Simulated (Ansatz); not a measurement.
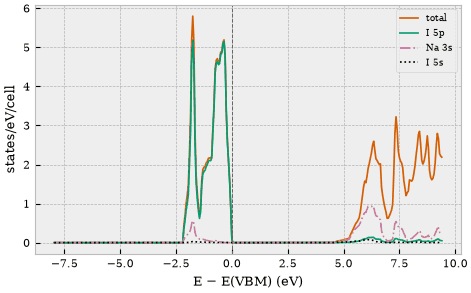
Figure: Total and projected density of states of NaI (rock salt, Fm-3m), DFT-r²SCAN in the program Ansatz with PAW potentials

Q: Which orbitals carry the states next to the gap?

A: Top 1 eV of the valence band: I 5p 99 %. Bottom 1 eV of the conduction band: Na 3s 75 %, I 5s 15 %, I 5p 6 %. Projections are on Löwdin-orthogonalised atomic valence shells; empty p or d shells of many metals are not among them.

Q: Where is the tallest occupied peak in this window, and what makes it?

A: Near -1.8 eV, about 5.8 states/eV per cell; the largest projected share is I 5p.

The r²SCAN relaxation kept the symmetry of its start. Spin–orbit coupling is left out wherever it is not named.

Potentials: the later of the program's two PAW sets.
